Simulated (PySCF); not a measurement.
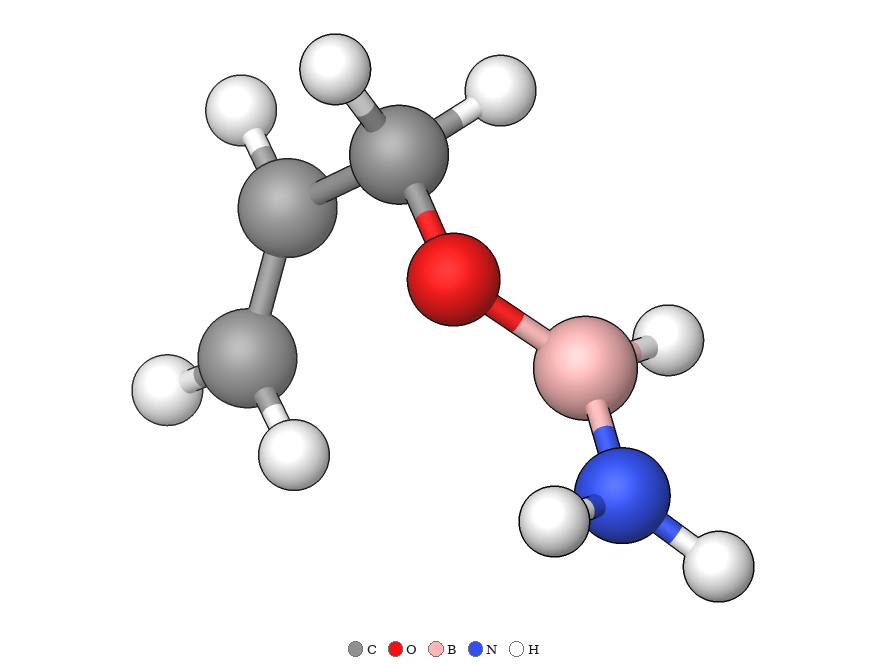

Computed geometry: GFN2-xTB optimisation. No frequency run is at hand to confirm it as a minimum.

Description:

The molecule is C₃H₈BNO. As SMILES it reads `C=CCOBN`. It has no ring. Among its groups: alkene, B–H bond. The point group is C1. Coordination: 2 C trigonal planar; 1 C tetrahedral; 1 O bent; 1 B trigonal planar; 1 N trigonal planar.

The parts below concern this one geometry. Atoms keep their numbers from picture to picture.

## Spin–spin coupling

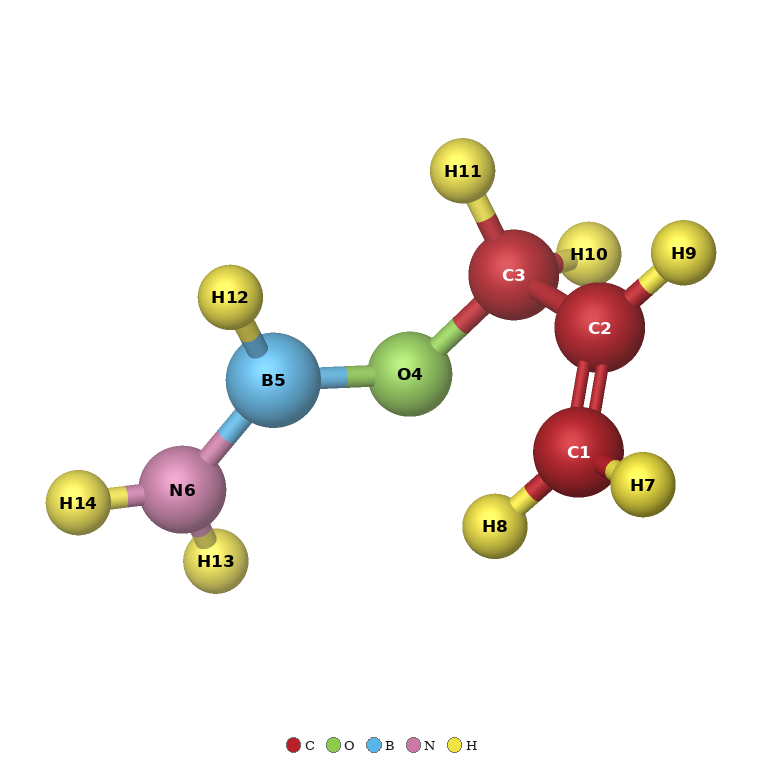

No frequency run is at hand to confirm it as a minimum. Method: B3LYP/pcJ-1 indirect spin-spin coupling, non-relativistic, gas phase (PySCF 2.14.0). Isotopes: 11B, 13C, 1H, 15N, 17O.

Give the spin–spin coupling constants of these pairs, with the number of bonds between them: O4/B5, B5/H12, O4/N6, B5/H13.

```tsv
pair	bonds apart	J (Hz)
O4, B5	1	−13.8
B5, H12	1	147.8
O4, N6	2	7.5
B5, H13	2	−2.5
```

## Dipole moment

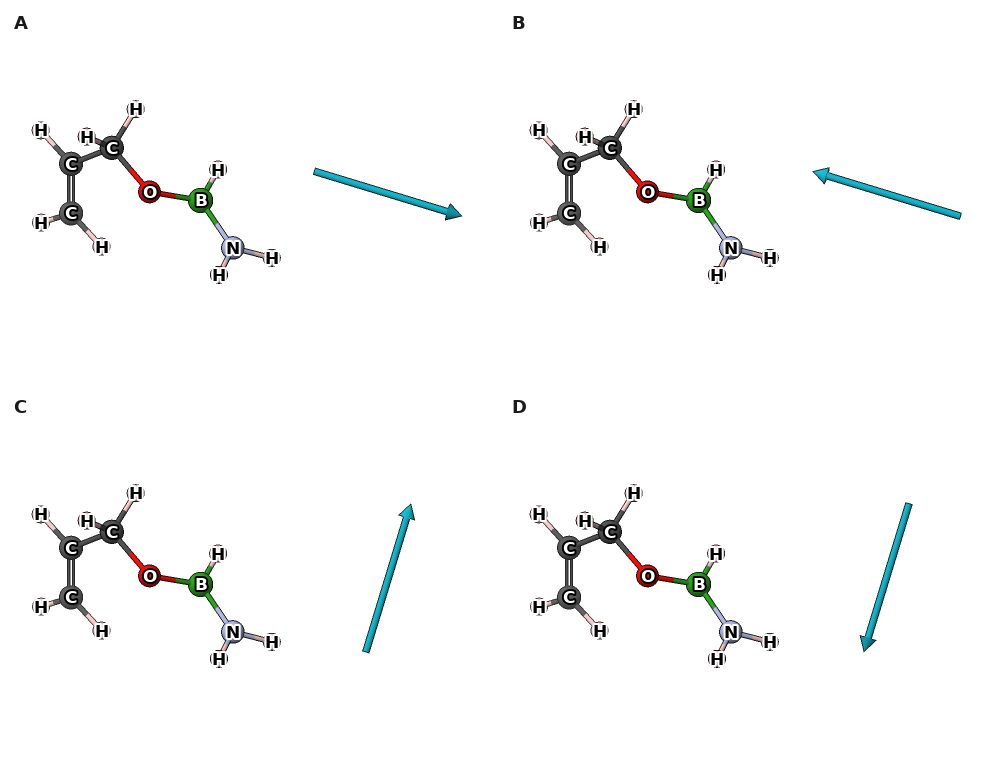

The same molecule four times, each with an arrow. No frequency run is at hand to confirm it as a minimum. Properties computed with B3LYP/pcJ-1, gas phase (PySCF 2.14.0).

**Which arrow points along the dipole moment, from the negative to the positive end?**

A. The dipole moment is 0.52 D.

## Polarisability

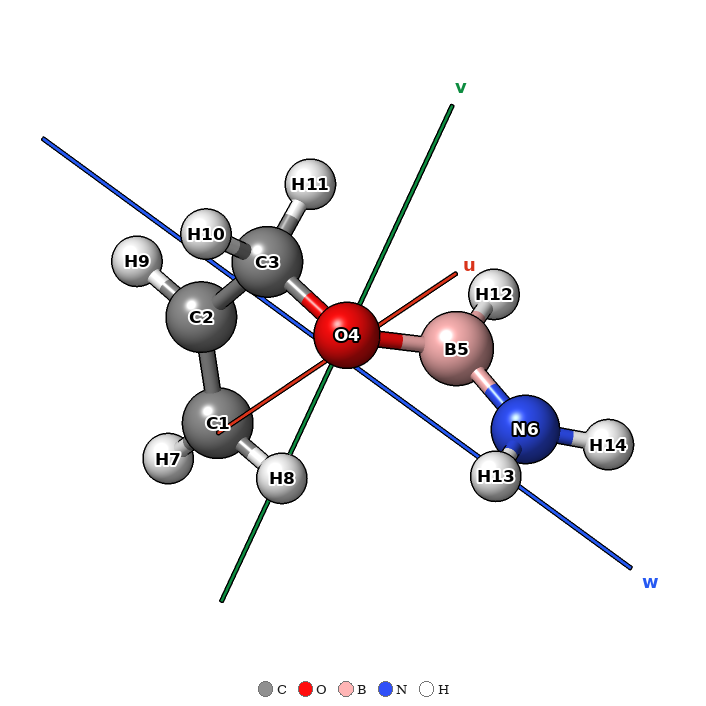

The lines u, v and w are the principal axes of the static dipole polarisability. No frequency run is at hand to confirm it as a minimum. Method: B3LYP/def2-SVPD (PySCF 2.14.0).

**Along which axis is the molecule most polarisable, and along which least?**

Most along w (close to the long direction C2···N6), least along u.

**Give the three principal values.**

u 52.9, v 66.2, w 74.1 bohr³; mean 64.4, anisotropy 18.5 bohr³.

The geometry is semi-empirical. Around B such bond lengths and angles can be off by a tenth of an ångström or more and by several degrees, and values that hang on the shape move with them.
